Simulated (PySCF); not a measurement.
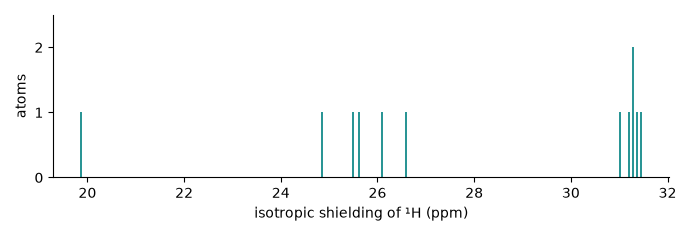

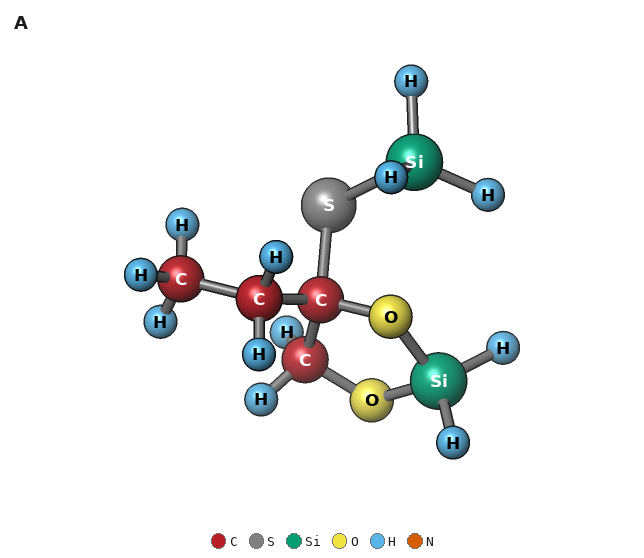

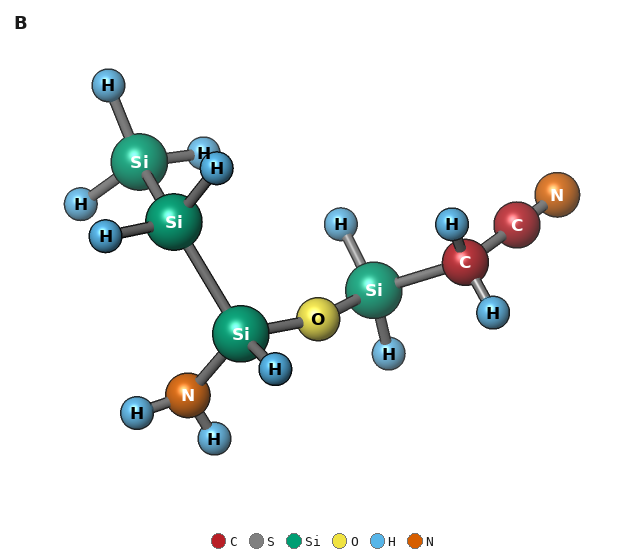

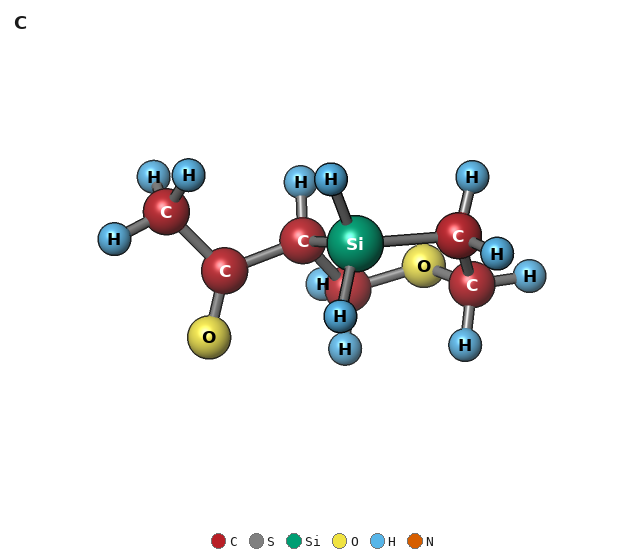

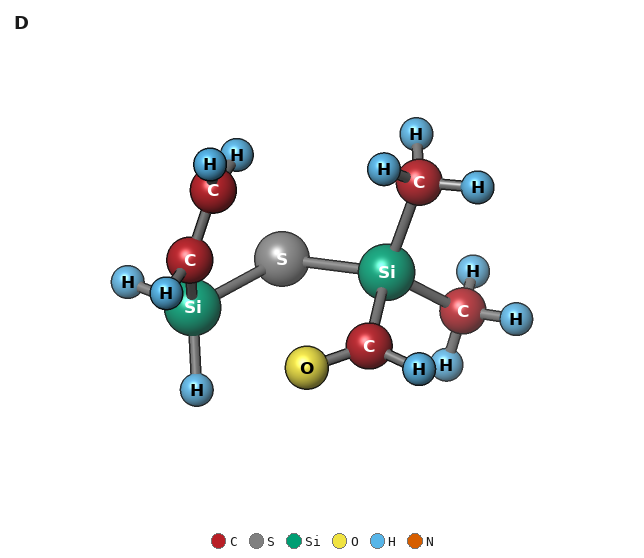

The sticks are computed shieldings of one of the molecules, for one fixed geometry (GFN2-xTB) without averaging over rotations. Low shielding means a high chemical shift. Method: GIAO PBE0/pcSseg-1 NMR shielding, non-relativistic, gas phase (PySCF 2.14.0).

Match the spectrum to a structure.

D, `C=C[SiH2]S[Si](C)(C)C=O`. Its 12 H atoms give lines at 19.87, 24.86, 25.50, 25.62, 26.09, 26.58, 31.03, 31.20, 31.29 (2 atoms), 31.37, 31.45 ppm.

The geometry is semi-empirical. Around Si such bond lengths and angles can be off by a tenth of an ångström or more and by several degrees, and values that hang on the shape move with them.
